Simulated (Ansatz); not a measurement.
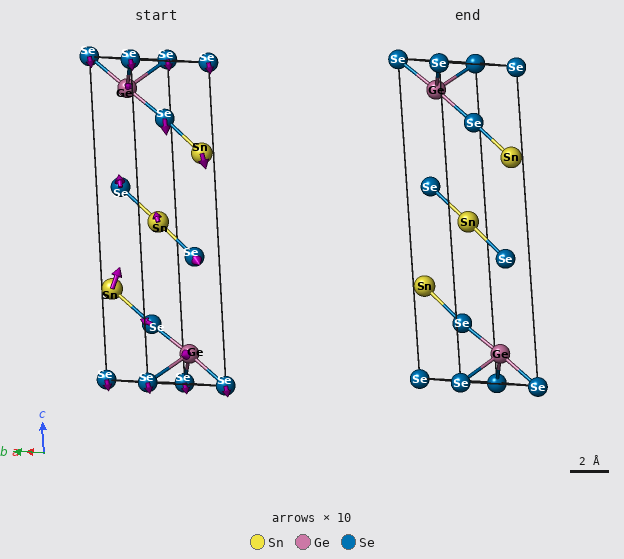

The structure of solid Sn₃Ge₂Se₅ (a generated structure, set up in P1) (coarse preliminary run) before (left) and after (right) a relaxation, at one scale. The purple arrows give the displacements (the part carried along by the change of the cell is left out), magnified 10 times.

A ball-and-stick model of the cell of the calculation, seen from a free direction.

The calculation used DFT PBE, scalar-relativistic, plane waves, PAW (Ansatz 0.2.0).

The input:
```yaml
crystal:
  lattice:
    - [-2.0851442291, 3.6169264598, -0.0405488966]
    - [-4.203670682, -0.0192732359, -0.0571731249]
    - [-1.8616126181, 1.1425245873, 17.3008324525]
  atoms:
    - { symbol: Sn, position: [0.8974643057, 0.9232980364, 0.2834132675] }
    - { symbol: Sn, position: [0.0913798536, 0.1023232038, 0.7181388807] }
    - { symbol: Sn, position: [0.4891990529, 0.5006297371, 0.4985282165] }
    - { symbol: Ge, position: [0.3262180806, 0.2762773336, 0.0940900126] }
    - { symbol: Ge, position: [0.6832531184, 0.7057211837, 0.9083047505] }
    - { symbol: Se, position: [0.6056701332, 0.5916846343, 0.1801009723] }
    - { symbol: Se, position: [1.0020240516, 1.0022805148, 0.001043426] }
    - { symbol: Se, position: [0.3953865435, 0.395906764, 0.8198917428] }
    - { symbol: Se, position: [0.7886520718, 0.8027895319, 0.6005722893] }
    - { symbol: Se, position: [0.2207527888, 0.1990890605, 0.3959164419] }
basis:
  ecutwfc: 420
kpoints:
  mp_grid: { grid: [6, 6, 6] }
hamiltonian:
  xc: pbe
scf:
  occupations: { method: gaussian, width: 0.2 }
  lower_state_search: "off"
output:
  forces: true
  stress: true
  eigenvalues: true
relax:
  adjacent_minimum: "off"
  f_tol: 0.025
  max_steps: 60
  cell: { stress_tol: 0.25 }
```

Launched with:
```bash
ansatz run input.yaml --threads 4 --pin off --max-ram 8192MiB --backend cpu --events-out ev --progress --plain --runs-dir out
```

### Describe what moved and what it gained.

The run was cut off at its time limit before the relaxation converged, so the last structure is only a point on the way. The energy falls by 22.6 meV per atom in 4 geometry steps. Largest force component: 0.63 eV/Å at the start, 0.08 eV/Å at the end. Pressure: −1.15 GPa at the start and −0.02 GPa at the end. The atom that moves furthest relative to the cell is Sn1 (0.13 Å along [0 −2 1]). By element the largest moves are Sn 0.13 Å, Se 0.09 Å, Ge 0.08 Å. Cell: a 4.175 → 4.165 Å (−0.3 %), b 4.204 → 4.167 Å (−0.9 %), c 17.438 → 17.257 Å (−1.0 %), α 84.7° → 83.1°, β 84.2° → 83.1°, γ 60.3° → 60.0°. Volume −2.7 %. Near-neighbour distances that change, for instance: Sn1–Se10 3.208 → 3.001 Å, Sn2–Se9 3.191 → 3.035 Å, Sn3–Se10 2.881 → 3.023 Å, Ge5–Se7 2.962 → 2.837 Å. Among the angles between lasting bonds that change: Se10–Sn1–Se10 83.8° → 88.5°, Sn1–Se10–Sn1 83.8° → 88.5°, Se10–Sn1–Se10 84.7° → 88.6°. The space group stays P1 (No. 1).
